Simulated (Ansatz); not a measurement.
# W(221) slab (24 atoms): surface energy

What is the surface energy of this cell, counted against the bulk crystal, and how far does it hang on functional and mesh?

Calculated with Ansatz 0.2.0: Kohn-Sham DFT, PBE, PAW (set soft_2), plane waves; cutoff 420 eV, fermi-dirac smearing of 0.1 eV. Cutoffs: 420 eV for PBE and PBEsol; 500 eV for r2SCAN.

**The cells**

The cell holds 24 atoms: 24 W. Its edges and angles: a = 7.122 Å, b = 7.122 Å, c = 27.209 Å, α = 90.0°, β = 90.0°, γ = 36.9°. It derives from W. The starting structure: Slab of W cut on (2 2 1), 12.2 Å thick, 1 x 1 surface cells, both faces free, 15 Å of vacuum; not relaxed. Lattice constants are starting values near those of PBE. Vacuum lies along c.

The bulk reference is W2 in a cell of 2 atoms, 16.155 Å³ an atom.

The input of the single point on the relaxed cell:

```yaml
crystal:
  lattice:
    - [7.12188, 0.0, 0.0]
    - [5.6975, 4.27313, 0.0]
    - [0.0, 0.0, 27.20917]
  atoms:
    - { symbol: W, position: [0.15905, 0.15905, 0.28435] }
    - { symbol: W, position: [0.55332, 0.55332, 0.30036] }
    - { symbol: W, position: [0.94275, 0.94275, 0.31835] }
    - { symbol: W, position: [0.33323, 0.33323, 0.33486] }
    [... 18 atom lines left out ...]
    - { symbol: W, position: [0.72446, 0.72446, 0.69964] }
    - { symbol: W, position: [0.11873, 0.11873, 0.71565] }
kpoints:
  mp_grid: { grid: [8, 8, 1] }
hamiltonian:
  xc: pbe
scf:
  occupations: { method: fermi_dirac, width: 0.1 }
output:
  forces: true
  populations: true
  dos:
    method: { smearing: { sigma: 0.08 } }
    de: 0.1
    projected: { site_lists: { W: [W] } }
  eigenvalues: true
  write_density: true
  write_potential: true
  volumetric_format: npy
```

| cell | formula | k-mesh | relaxation steps | gain on relaxing (eV) | free energy, PBE (eV) | time of its runs on this page |
| --- | --- | --- | --- | --- | --- | --- |
| W(221) slab | W24 | 8×8×1 (relaxed on 6×6×1) | 6 | 1.03 | -249222.280 | 25 s |
| bulk W | W2 | 17×17×17 | - | - | -20769.662 | 5.8 s |

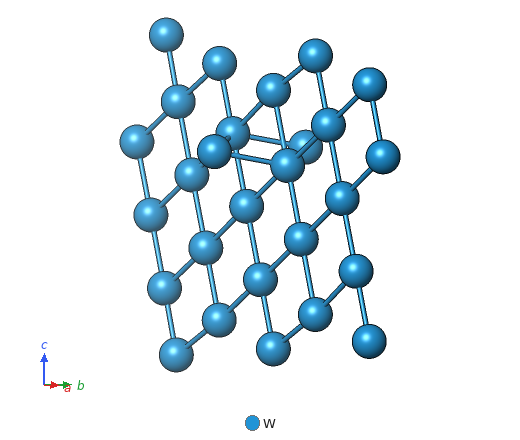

The relaxed cell. Some periodic images of atoms are drawn too.

**Surface energy**

The excess is the cell's free energy less 12 times that of the bulk cell. It is divided by twice the area, as the cell holds two faces, so the value is their mean, and they need not be alike (30.43 Å²), with 1 eV/Å² = 16.022 J/m².

```
           level   k-mesh  excess (eV)  surface energy (J/m²)  per area (meV/Å²)
             PBE    8×8×1       13.662                  3.596              224.5
PBE, denser mesh  11×11×1       13.665                  3.597              224.5
          r2SCAN    8×8×1       14.806                  3.897              243.3
          PBEsol    8×8×1       14.889                  3.919              244.6
```

Worked for the first row at PBE: (-249222.280) − 12 × (-20769.662) = 13.662 eV (from unrounded energies).

Then 13.662 / (2 × 30.43) × 16.022 = 3.596 J/m².

**Findings**

At PBE the surface energy is 3.60 J/m². At the same geometries the levels give 3.60 (PBE) to 3.92 J/m² (PBEsol) and the denser mesh leaves it within 0.01 J/m². Relaxing the atoms lowered it by 0.271 J/m² from the start (on the 6×6×1 mesh of the relaxation), and the farthest atom moved 0.26 Å.

Limits: The cell edges were held, so the lattice is the typed one for every functional. Cell and bulk are sampled on unlike meshes, and the error grows with the number of atoms subtracted. These are free energies under a smearing of 0.1 eV, whose entropy term isn't removed. Spin–orbit coupling is left out, which matters for the levels of the heavy elements. In some runs the program notes that the exchange-correlation potential is rough where the density is thin.

[Logs are printed without paths, hosts, clocks, repeated set-up lines and the standing remarks that a program may print on its own settings, such as how far it seeks lower states.]

[Hosts, paths, dates, database ids (printed as entryN), source tags and the programs' standing remarks are cut or masked in the printed files.]
